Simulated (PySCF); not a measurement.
## EPR calculation, with input and output: B$_{3}$N$_{3}$H$_{5}$O$_{2}$

B$_{3}$N$_{3}$H$_{5}$O$_{2}$, multiplicity 2, SMILES [O]OB1NBNBN1, computed with UKS B3LYP, IGLO-III on B N O, pcH-1 on H, non-relativistic, mean-field spin-orbit, GIAO (PySCF 2.14.0).

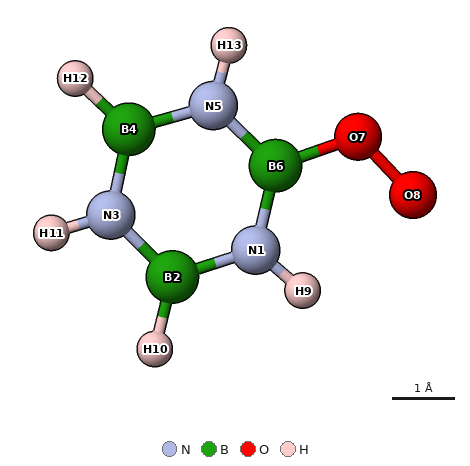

*The structure as given in the input (ball-and-stick view, seen on its broad side; atoms are numbered from 1 in the order of the input).*

Bond lengths as drawn: B–H 1.21 Å, B–N 1.41 to 1.43 Å, B–O 1.43 Å, H–N 1.01 Å and O–O 1.31 Å.

Key numbers:

```csv
quantity,value
outcome,converged
total energy,−392.604131 hartree
⟨S²⟩,0.754
isotropic g,2.0171
hardware,"1 CPU thread, shared host"
wall time,72 s
peak memory,1.3 GiB
```

Remarks:

Checks after the run noted: orbitally degenerate or nearly so: second-order g, spin-orbit hyperfine and D do not apply.

Input file:
```
{"job": {"kind": "epr"}, "charge": 0, "multiplicity": 2}
N      0.292297    -1.180110     0.168374
B     -1.123888    -1.062045     0.043999
N     -1.653504     0.249082    -0.161867
B     -0.841467     1.419487    -0.242968
N      0.571444     1.246883    -0.111131
B      1.123040    -0.041436     0.092510
O      2.541227    -0.124729     0.213814
O      2.994474    -1.337914     0.405535
H      0.738108    -2.077686     0.318390
H     -1.843407    -2.029560     0.109855
H     -2.655489     0.353306    -0.252638
H     -1.322906     2.513497    -0.415782
H      1.184928     2.050486    -0.161159
```

The first line tells a small driver script what to run in PySCF; the rest is the geometry in Å.

Launch command:
```bash
OMP_NUM_THREADS=1 python <driver script> task.json out
```

What the program printed:
```
UKS, coarse grid
  cycle   1  E = -392.50181467  |g| = 4.87e-01
  cycle   2  E = -392.42780833  |g| = 6.69e-01
  cycle   3  E = -392.59700082  |g| = 1.40e-01
  cycle   4  E = -392.60162469  |g| = 8.56e-02
  cycle   5  E = -392.60394631  |g| = 1.75e-02
  cycle   6  E = -392.60407432  |g| = 9.80e-03
  cycle   7  E = -392.60411617  |g| = 2.71e-03
  cycle   8  E = -392.60412193  |g| = 1.46e-03
  cycle   9  E = -392.60412252  |g| = 6.19e-04
UKS, final grid
  cycle   1  E = -392.60413092  |g| = 1.01e-03
  cycle   2  E = -392.60412987  |g| = 1.96e-03
  cycle   3  E = -392.60413132  |g| = 2.46e-04
  cycle   4  E = -392.60413135  |g| = 6.11e-05
  cycle   5  E = -392.60413135  |g| = 3.23e-05
  cycle   6  E = -392.60413135  |g| = 6.80e-06
E = -392.60413135 Eh   <S^2> = 0.7539 (exact 0.7500)
g shifts (ppm)      1          2          3
  rmc          -340       -340       -340
  gc            -19         65         65
  oz_so         -53       5248      40018
  total        -412       4973      39743
hyperfine (MHz)  atom isotope    a_iso     a_fc   dipolar eigenvalues
    0   14N      -0.15      -0.15     -0.57      0.13      0.44
    1   11B      -0.71      -0.71     -0.62     -0.18      0.80
    2   14N       0.29       0.29     -0.41     -0.25      0.66
    3   11B      -1.11      -1.11     -0.36     -0.30      0.66
    4   14N       0.50       0.50     -1.25     -0.85      2.10
    5   11B      -8.01      -8.01     -2.78     -1.76      4.54
    6   17O     -25.81     -25.81    -99.75     48.34     51.42
    7   17O     -48.22     -48.22   -233.71    115.71    118.00
    8    1H      -0.58      -0.58     -4.30     -3.98      8.27
    9    1H       0.08       0.08     -0.72     -0.58      1.29
   10    1H      -0.65      -0.65     -0.86     -0.50      1.36
   11    1H      -0.16      -0.16     -0.61     -0.60      1.21
   12    1H      -1.73      -1.73     -2.31     -1.09      3.39
```

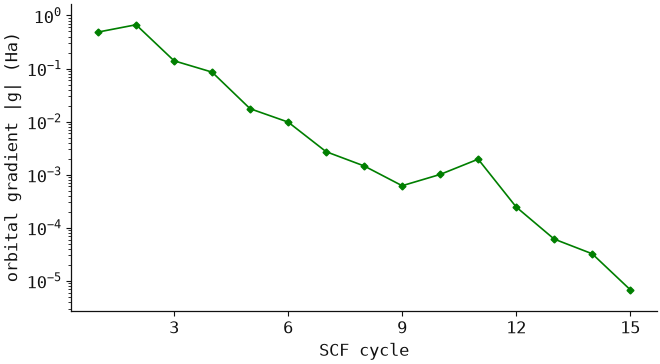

*Convergence of the self-consistent field: orbital gradient |g| against the SCF cycle.*

All cycles printed in the log are drawn one after another.

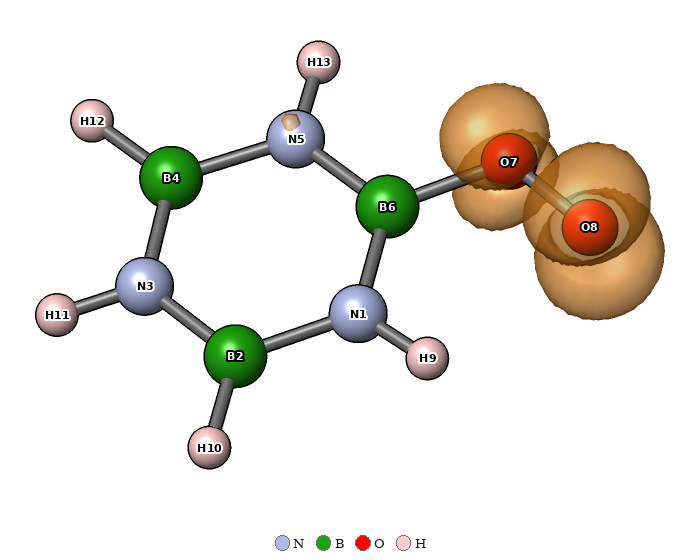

*Isosurface of the spin density (α minus β) at +0.04 e/Å³ (orange), seen at a tilt.*

The unpaired spin (1 electron) lies mostly on O8 (about 0.7) and O7 (about 0.3), in electrons by Hirshfeld's partition.

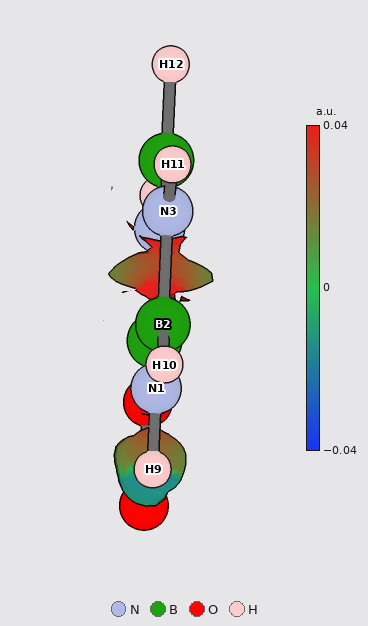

*Non-covalent interaction (NCI) plot: the surface where the reduced density gradient is 0.6, for densities under 0.05 a.u., coloured by sign(λ₂)ρ; seen at an oblique angle.*

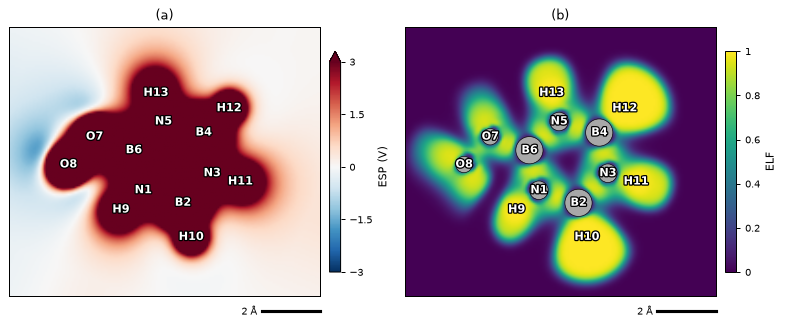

*(a) molecular electrostatic potential; (b) ELF on the molecular plane. Grey discs, where drawn, cover atomic cores.*

The section cuts through N, B, O and H sites. B–O (1.43 Å): the ELF peaks at about 0.95 between the atoms, which marks a shared but strongly polarised pair. N–H (1.01 Å): the ELF climbs to about 1 towards the hydrogen, as it does in any bond to H (a covalent bond by its length). B–H (1.21 Å): the ELF climbs to about 1 towards the hydrogen (a covalent bond by its length).
